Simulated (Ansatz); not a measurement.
GeH$_{3}$OF: geometry relaxation

The run: geometry relaxation of GeH$_{3}$OF. Method and program: RKS PBE-D4/def2-SVP (Ansatz 0.2.0).

It belongs to a series of runs on one base structure; here: start relaxed. Figures and captions count atoms from 1; the log counts them from 0 in places.

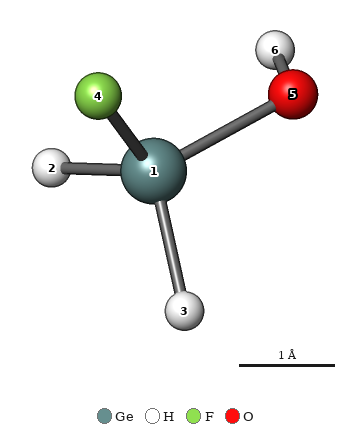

The starting structure (ball-and-stick view, seen at an oblique angle; atoms are numbered from 1 in the order of the input). Sticks mark near contacts.

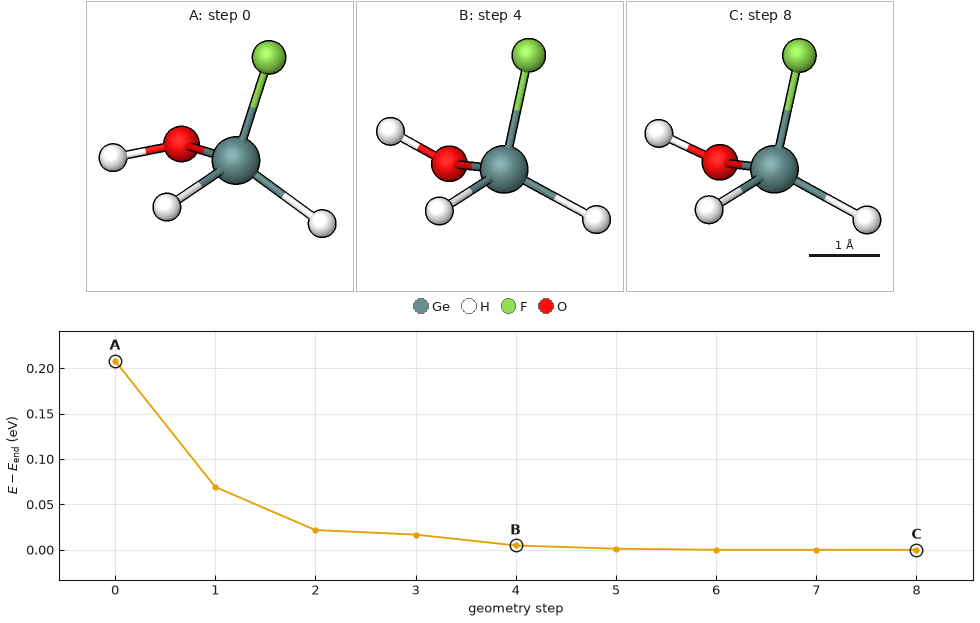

Frames of the relaxation (ball-and-stick view, seen at a tilt) above the curves, on which the letters mark them (the first geometry is step 0 here and step 1 in the log).

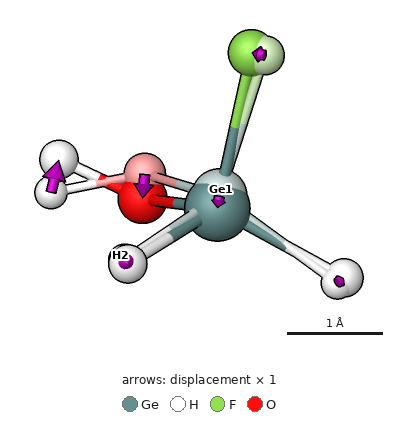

Start (faint) and end (solid) with the displacements as pink arrows, at true length (ball-and-stick view, seen at a tilt). The two geometries are laid on each other by the best rigid fit. The energy falls by 0.208 eV in 8 geometry steps. The largest force component goes from 2 to 0.00053 eV/Å. The largest move after the best rigid fit is that of H6, 0.36 Å. By element the largest moves are H 0.36 Å, O 0.26 Å, F 0.15 Å, Ge 0.13 Å. Among the contacts that change: Ge1–F4 1.679 → 1.761 Å, O5–H6 1.010 → 0.975 Å, Ge1–O5 1.769 → 1.784 Å, Ge1–H3 1.550 → 1.541 Å. Among the angles that change: H2–Ge1–H3 109.5° → 117.4°, H2–Ge1–F4 109.5° → 105.2°, H3–Ge1–O5 109.5° → 105.3°. (Atoms are counted from 1 in the order of the input.)

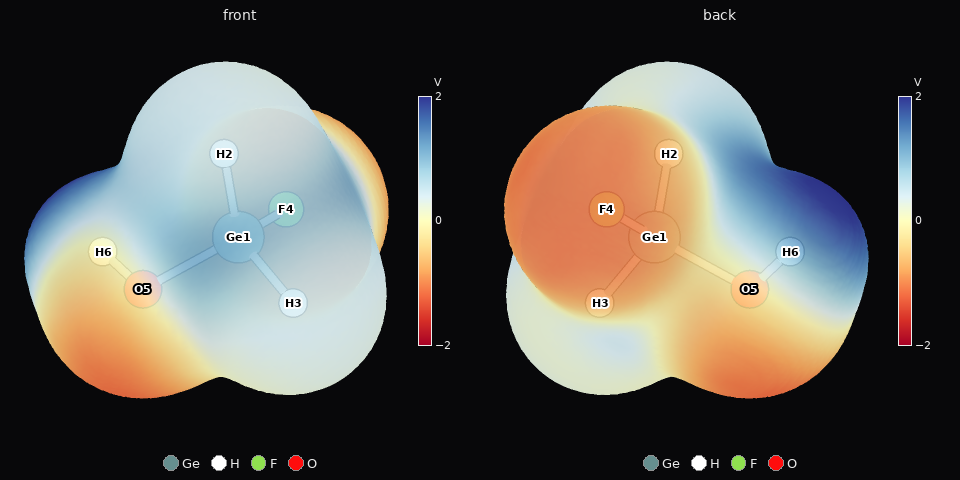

The electrostatic potential painted on the density surface at 0.001 e/bohr³, seen at a tilt and from behind; the colour scale runs from red (negative) to blue (positive).

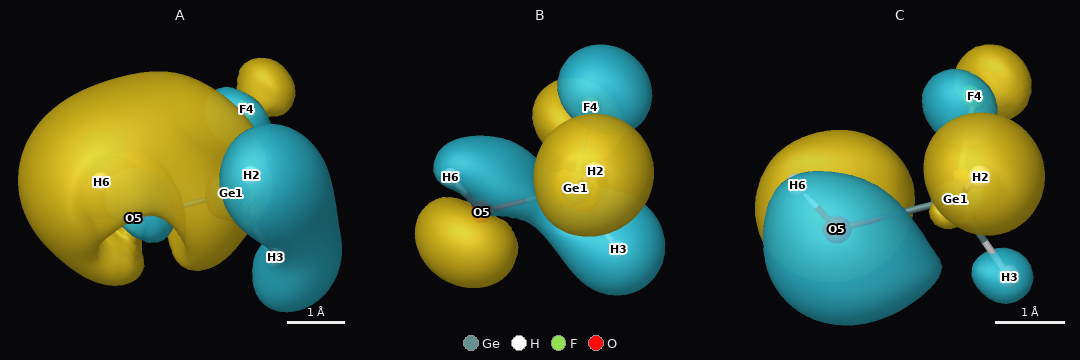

Three frontier orbitals at ±0.08 Å⁻³ᐟ² (yellow and cyan are the two phases). B is the HOMO−1 (−7.88 eV). By Hirshfeld shares it lies mainly on F4 (30 %), O5 (30 %), Ge1 (15 %) and H2 (15 %). C is the HOMO (−7.30 eV). A is the LUMO (−0.39 eV). By Hirshfeld shares it lies mainly on Ge1 (40 %), O5 (25 %), H6 (15 %), F4 (10 %) and H2 (10 %). The HOMO–LUMO gap is 6.91 eV between the orbital energies.

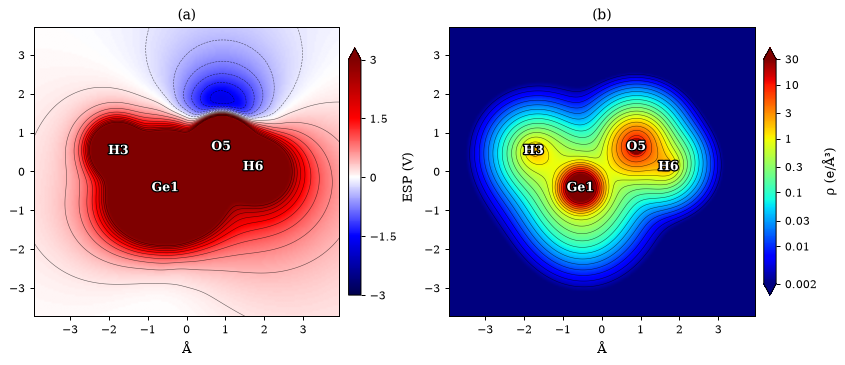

(a) molecular electrostatic potential; (b) total electron density on the plane of atoms Ge1, O5 and H6. Atoms in the plane: Ge, H and O. Ge–O (1.78 Å): ρ at the midpoint is about 0.95 e/Å³. O–H (0.98 Å): ρ at the midpoint is about 3.6 e/Å³, with its minimum of 2.3 e/Å³ about 0.8 Å from O.

These pictures come from the run below.

Input file:
```yaml
crystal:
  periodic: [false, false, false]
  atoms:
    - { symbol: Ge, position_ang: [0.0, 0.0, 0.0] }
    - { symbol: H, position_ang: [0.0, 0.0, 1.55] }
    - { symbol: H, position_ang: [1.4616, 0.0, -0.5162] }
    - { symbol: F, position_ang: [-0.7913, 1.3709, -0.5594] }
    - { symbol: O, position_ang: [-0.8337, -1.4443, -0.5894] }
    - { symbol: H, position_ang: [-1.2883, -1.91, 0.183] }
basis:
  gaussian: { orbitals: def2-SVP }
hamiltonian:
  xc: pbe
  dispersion: d4
relax:
  f_tol: 0.02
  max_steps: 40
output:
  orbitals: {}
```

Command:
```bash
ansatz run input.yaml --threads 1 --pin off --max-ram 2048MiB --backend cpu --events-out ev --progress --plain --runs-dir out
```

Output:
```
The last accepted step is kept in [file] (removed where the run ends without a failure and the disk answers)
Engine: ansatz 0.2.0, aarch64-unknown-linux-gnu
Functional definition: PBE
  parameter kappa = 0.804
  parameter beta = 0.06672455060314922
  exchange = pbe_x(kappa = kappa, mu = beta*pi^2/3)
  correlation = pbe_c(beta = beta)
816 factors; their error is unknown
mean field evaluation 1: about -61301.2690 eV, gradient 6.4e1 eV
mean field evaluation 2: about -61259.6287 eV, gradient 1.5e2 eV
mean field evaluation 4: about -61307.4762 eV, gradient 1.5e1 eV
mean field evaluation 8: about -61307.8436 eV, gradient 1.9e-1 eV
mean field evaluation 16: about -61307.7956 eV, gradient 4.0e-5 eV
mean field -61307.79563492 eV, -2253.0199336668 hartree, gradient 4.0e-5 eV, S^2 0.000000; 0 other end points of the search recorded, 0 dependent functions left out
the calculation of the forces begins
reference -61307.79566442 eV, -2253.0199347508 hartree; 26, 26 occupied and 49, 49 virtual orbitals, 816 factors
relax step   1: F+E_penalty+E_count = -61307.87212461 eV  Δ(F+E_penalty+E_count) = +0.000e0 eV  max|allowed force component| = 1.983e0 eV/Å  Δτ_max = 0.0000 Å  (24 SCF iters, accepted)
these checks for a lower state are left out or cut short: starts, cluster_reference, orbital_swaps, neighbouring_geometries, increment
816 factors; their error is unknown
mean field -61307.93485172 eV, -2253.0250497899 hartree, gradient 2.5e-5 eV, S^2 0.000000; 0 other end points of the search recorded, 0 dependent functions left out
the calculation of the forces begins
reference -61307.93488098 eV, -2253.0250508653 hartree; 26, 26 occupied and 49, 49 virtual orbitals, 816 factors
relax step   2: F+E_penalty+E_count = -61308.01109574 eV  Δ(F+E_penalty+E_count) = -1.390e-1 eV  max|allowed force component| = 9.788e-1 eV/Å  Δτ_max = 0.0846 Å  (27 SCF iters, accepted)
these checks for a lower state are left out or cut short: starts, cluster_reference, orbital_swaps, neighbouring_geometries, increment
816 factors; their error is unknown
mean field -61307.98267450 eV, -2253.0268072446 hartree, gradient 2.5e-5 eV, S^2 0.000000; 0 other end points of the search recorded, 0 dependent functions left out
the calculation of the forces begins
reference -61307.98270353 eV, -2253.0268083113 hartree; 26, 26 occupied and 49, 49 virtual orbitals, 816 factors
relax step   3: F+E_penalty+E_count = -61308.05860181 eV  Δ(F+E_penalty+E_count) = -4.751e-2 eV  max|allowed force component| = 3.972e-1 eV/Å  Δτ_max = 0.0771 Å  (27 SCF iters, accepted)
these checks for a lower state are left out or cut short: starts, cluster_reference, orbital_swaps, neighbouring_geometries, increment
816 factors; their error is unknown
mean field evaluation 32: about -61308.0349 eV, gradient 6.4e-1 eV
mean field -61307.98769671 eV, -2253.0269918075 hartree, gradient 4.5e-5 eV, S^2 0.000000; 0 other end points of the search recorded, 0 dependent functions left out
the calculation of the forces begins
reference -61307.98772594 eV, -2253.0269928817 hartree; 26, 26 occupied and 49, 49 virtual orbitals, 816 factors
relax step   4: F+E_penalty+E_count = -61308.06360053 eV  Δ(F+E_penalty+E_count) = -4.999e-3 eV  max|allowed force component| = 4.354e-1 eV/Å  Δτ_max = 0.1844 Å  (29 SCF iters, accepted)
these checks for a lower state are left out or cut short: starts, cluster_reference, orbital_swaps, neighbouring_geometries, increment
816 factors; their error is unknown
mean field -61307.99957893 eV, -2253.0274284711 hartree, gradient 6.0e-5 eV, S^2 0.000000; 0 other end points of the search recorded, 0 dependent functions left out
the calculation of the forces begins
reference -61307.99960806 eV, -2253.0274295414 hartree; 26, 26 occupied and 49, 49 virtual orbitals, 816 factors
relax step   5: F+E_penalty+E_count = -61308.07555058 eV  Δ(F+E_penalty+E_count) = -1.195e-2 eV  max|allowed force component| = 2.479e-1 eV/Å  Δτ_max = 0.0658 Å  (23 SCF iters, accepted)
these checks for a lower state are left out or cut short: starts, cluster_reference, orbital_swaps, neighbouring_geometries, increment
816 factors; their error is unknown
mean field -61308.00325835 eV, -2253.0275636871 hartree, gradient 4.9e-5 eV, S^2 0.000000; 0 other end points of the search recorded, 0 dependent functions left out
the calculation of the forces begins
reference -61308.00328751 eV, -2253.0275647587 hartree; 26, 26 occupied and 49, 49 virtual orbitals, 816 factors
relax step   6: F+E_penalty+E_count = -61308.07913341 eV  Δ(F+E_penalty+E_count) = -3.583e-3 eV  max|allowed force component| = 2.468e-1 eV/Å  Δτ_max = 0.0264 Å  (25 SCF iters, accepted)
these checks for a lower state are left out or cut short: starts, cluster_reference, orbital_swaps, neighbouring_geometries, increment
816 factors; their error is unknown
mean field -61308.00444534 eV, -2253.0276073082 hartree, gradient 5.0e-5 eV, S^2 0.000000; 0 other end points of the search recorded, 0 dependent functions left out
the calculation of the forces begins
reference -61308.00447446 eV, -2253.0276083783 hartree; 26, 26 occupied and 49, 49 virtual orbitals, 816 factors
relax step   7: F+E_penalty+E_count = -61308.08031320 eV  Δ(F+E_penalty+E_count) = -1.180e-3 eV  max|allowed force component| = 2.482e-2 eV/Å  Δτ_max = 0.0225 Å  (24 SCF iters, accepted)
these checks for a lower state are left out or cut short: starts, cluster_reference, orbital_swaps, neighbouring_geometries, increment
816 factors; their error is unknown
mean field -61308.00443676 eV, -2253.0276069929 hartree, gradient 4.7e-5 eV, S^2 0.000000; 0 other end points of the search recorded, 0 dependent functions left out
the calculation of the forces begins
reference -61308.00446588 eV, -2253.0276080631 hartree; 26, 26 occupied and 49, 49 virtual orbitals, 816 factors
relax step   8: F+E_penalty+E_count = -61308.08032030 eV  Δ(F+E_penalty+E_count) = -7.103e-6 eV  max|allowed force component| = 3.258e-2 eV/Å  Δτ_max = 0.0037 Å  (25 SCF iters, accepted)
these checks for a lower state are left out or cut short: starts, cluster_reference, orbital_swaps, neighbouring_geometries, increment
816 factors; their error is unknown
mean field -61308.00449314 eV, -2253.0276090651 hartree, gradient 8.9e-5 eV, S^2 0.000000; 0 other end points of the search recorded, 0 dependent functions left out
the calculation of the forces begins
reference -61308.00452227 eV, -2253.0276101354 hartree; 26, 26 occupied and 49, 49 virtual orbitals, 816 factors
relax step   9: F+E_penalty+E_count = -61308.08037093 eV  Δ(F+E_penalty+E_count) = -5.063e-5 eV  max|allowed force component| = 5.325e-4 eV/Å  Δτ_max = 0.0018 Å  (19 SCF iters, accepted)
816 factors; their error is unknown
mean field evaluation 64: about -61254.6132 eV, gradient 1.6e2 eV
mean field -61308.00449314 eV, -2253.0276090651 hartree, gradient 8.9e-5 eV, S^2 0.000000; 1 other end points of the search recorded, 0 dependent functions left out
the calculation of the forces begins
reference -61308.00452227 eV, -2253.0276101354 hartree; 26, 26 occupied and 49, 49 virtual orbitals, 816 factors
Total energy: -61308.08040005 eV, -2253.0303985924 hartree
Atom 0 at     0.086369    -0.049845     0.082878 Å, force    -0.000533    -0.000355     0.000181 eV/Å
Atom 1 at     0.065942     0.092320     1.627396 Å, force     0.000169     0.000189     0.000104 eV/Å
Atom 2 at     1.457297     0.019079    -0.617006 Å, force     0.000123     0.000118    -0.000091 eV/Å
Atom 3 at    -0.907511     1.274749    -0.515634 Å, force     0.000175    -0.000022    -0.000050 eV/Å
Atom 4 at    -0.644707    -1.581491    -0.466840 Å, force    -0.000200     0.000073    -0.000021 eV/Å
Atom 5 at    -1.509090    -1.738211    -0.042794 Å, force     0.000265    -0.000003    -0.000124 eV/Å
Dipole moment:     0.047937    -0.172851     0.336266 e Å
```

Trajectory as extended XYZ (Å, eV, eV/Å), 9 frames, from step=1 to step=9:
```
6
Properties=species:S:1:pos:R:3:forces:R:3 step=1 energy=-61307.87213
Ge    0.0000    0.0000    0.0000    1.8456  -1.8154   1.2783
H     0.0000    0.0000    1.5500   -0.1805   0.1067   0.1274
H     1.4616    0.0000   -0.5162   -0.1335   0.0886  -0.2502
F    -0.7913    1.3709   -0.5594   -1.2104   1.9828  -0.8677
O    -0.8337   -1.4443   -0.5894   -0.9149  -1.0986   0.9288
H    -1.2883   -1.9100    0.1830    0.5937   0.7361  -1.2167
6
Properties=species:S:1:pos:R:3:forces:R:3 step=2 energy=-61308.01110
Ge    0.0451   -0.0241    0.0472    0.8757  -0.8181   0.4172
H    -0.0333    0.0204    1.6036    0.0247   0.0358  -0.0986
H     1.4582    0.0180   -0.5988   -0.1551  -0.0006   0.0925
F    -0.7980    1.3459   -0.5533   -0.6317   0.9788  -0.3651
O    -0.7794   -1.4744   -0.5737   -0.5200  -0.5485   0.6543
H    -1.3443   -1.8691    0.1429    0.4064   0.3526  -0.7003
6
Properties=species:S:1:pos:R:3:forces:R:3 step=3 energy=-61308.05860
Ge    0.0670   -0.0374    0.0529    0.0224  -0.0961   0.0178
H    -0.0048    0.0343    1.6038    0.0204   0.0155  -0.0393
H     1.4686    0.0224   -0.5948   -0.0738  -0.0065  -0.0016
F    -0.8423    1.3416   -0.5460   -0.0245   0.0616   0.0024
O    -0.7403   -1.5134   -0.5538   -0.2016  -0.1466   0.3972
H    -1.4000   -1.8308    0.1059    0.2571   0.1720  -0.3765
6
Properties=species:S:1:pos:R:3:forces:R:3 step=4 energy=-61308.06360
Ge    0.0752   -0.0333    0.0745    0.1969   0.0553   0.1641
H     0.0462    0.0543    1.6135    0.0125   0.1652   0.1550
H     1.4420    0.0186   -0.6237    0.0774   0.0227  -0.0294
F    -0.8821    1.3093   -0.5306   -0.1097   0.0456  -0.0221
O    -0.6353   -1.5702   -0.4311    0.0729  -0.3003  -0.4354
H    -1.4977   -1.7621   -0.0346   -0.2499   0.0116   0.1678
6
Properties=species:S:1:pos:R:3:forces:R:3 step=5 energy=-61308.07555
Ge    0.0848   -0.0512    0.0871    0.1380   0.1065  -0.0033
H     0.0802    0.0789    1.6259   -0.0325   0.0719   0.1081
H     1.4500    0.0239   -0.6124    0.0825   0.0096  -0.0390
F    -0.9193    1.2556   -0.5272   -0.0384   0.0496   0.0231
O    -0.6316   -1.5853   -0.4430    0.0984  -0.1497  -0.1861
H    -1.5158   -1.7053   -0.0624   -0.2479  -0.0880   0.0973
6
Properties=species:S:1:pos:R:3:forces:R:3 step=6 energy=-61308.07913
Ge    0.0921   -0.0524    0.0835   -0.0596   0.0126   0.0189
H     0.0680    0.0977    1.6261    0.0214  -0.0026   0.0189
H     1.4608    0.0237   -0.6198   -0.0003  -0.0144  -0.0011
F    -0.9121    1.2670   -0.5108    0.0088  -0.0090  -0.0166
O    -0.6375   -1.5894   -0.4545   -0.2172  -0.0376   0.0714
H    -1.5230   -1.7300   -0.0564    0.2468   0.0509  -0.0915
6
Properties=species:S:1:pos:R:3:forces:R:3 step=7 energy=-61308.08031
Ge    0.0849   -0.0504    0.0839    0.0248   0.0081  -0.0136
H     0.0663    0.0934    1.6286   -0.0060  -0.0058  -0.0056
H     1.4554    0.0187   -0.6174    0.0007  -0.0012   0.0058
F    -0.9057    1.2760   -0.5160   -0.0083  -0.0024   0.0035
O    -0.6447   -1.5819   -0.4685    0.0004   0.0099   0.0090
H    -1.5078   -1.7392   -0.0426   -0.0117  -0.0086   0.0009
6
Properties=species:S:1:pos:R:3:forces:R:3 step=8 energy=-61308.08032
Ge    0.0879   -0.0494    0.0819   -0.0326  -0.0123   0.0146
H     0.0649    0.0917    1.6265    0.0074   0.0032   0.0003
H     1.4590    0.0192   -0.6169    0.0018   0.0011  -0.0055
F    -0.9087    1.2740   -0.5151    0.0086   0.0011  -0.0039
O    -0.6451   -1.5811   -0.4660    0.0106  -0.0001  -0.0075
H    -1.5097   -1.7379   -0.0425    0.0042   0.0070   0.0020
6
Properties=species:S:1:pos:R:3:forces:R:3 step=9 energy=-61308.08037
Ge    0.0864   -0.0498    0.0829   -0.0005  -0.0004   0.0002
H     0.0659    0.0923    1.6274    0.0002   0.0002   0.0001
H     1.4573    0.0191   -0.6170    0.0001   0.0001  -0.0001
F    -0.9075    1.2747   -0.5156    0.0002   0.0000  -0.0001
O    -0.6447   -1.5815   -0.4668   -0.0002   0.0001   0.0000
H    -1.5091   -1.7382   -0.0428    0.0003   0.0000  -0.0001
```

Summary:

```tsv
quantity	value
outcome	converged
total energy	−61308.0804 eV
mean-field energy	−61308.0045 eV
largest force (length of the vector) at the end	0.001 eV/Å
hardware	1 thread of Arm Neoverse V2, 24 GiB of memory available, shared host
wall time	14 s
peak memory	0.13 GiB
```
